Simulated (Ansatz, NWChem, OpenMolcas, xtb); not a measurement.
## Ligand exchange: BH2Cl + KNH2 → BH2(NH2) + KCl

Species: BH2Cl `BCl`, singlet; KNH2 `[NH2][K]`, singlet; BH2(NH2), singlet; KCl, singlet. The partners trade Cl for NH2: B–Cl and K–NH2 bonds give way to B–NH2 and K–Cl.

Shapes, held fixed at every level: PBE0-D4/def2-TZVP. Programs: Ansatz 0.2.0, NWChem 7.3.0, OpenMolcas 26.06, xtb 6.7.1. A level may come from different programs for different species; with the same settings they agree closely. The zero-point and thermal change to 298 K, harmonic and unscaled (PBE0-D4/def2-TZVP), is +13.0 kJ/mol.

```tsv
level	kind	ΔH(298 K) (kJ/mol)	less CCSD(T)/def2-TZVPP
GFN0-xTB	semi-empirical	-3.5	+270.0
PBE-D4/def2-TZVPP	GGA	-268.3	+5.2
r2SCAN-D4/def2-TZVPP	meta-GGA	-280.7	-7.2
B3LYP/6-31G* (spherical functions)	global hybrid	-281.7	-8.2
B3LYP-D4/def2-TZVPP	global hybrid	-279.7	-6.2
PBE0-D4/def2-TZVPP	global hybrid	-281.7	-8.2
r2SCAN0-D4/def2-TZVPP	global hybrid	-288.9	-15.4
CCSD(T)/def2-SVP	coupled cluster or CI	-285.2	-11.7
CCSD(T)/def2-TZVPP	coupled cluster or CI	-273.5	0.0
```

The highest level, CCSD(T)/def2-TZVPP, gives ΔH(298 K) = -273.5 kJ/mol; the levels span -288.9 to -3.5. GFN0-xTB strays far from the other rows. The column of differences is taken from that level and isn't an error. No measured value is set beside it here. Outer-core shells of K are correlated in most correlated rows, in sets that cover them unevenly.

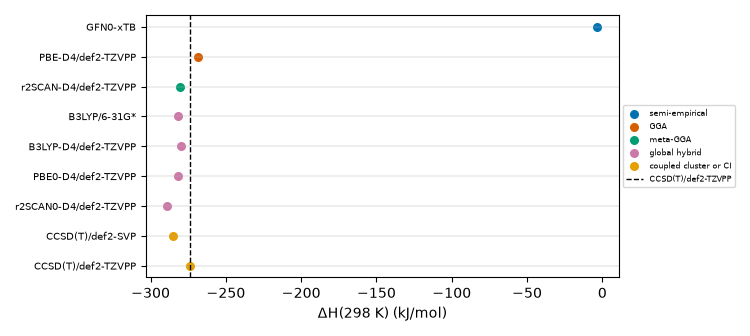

The values of the table, level by level.
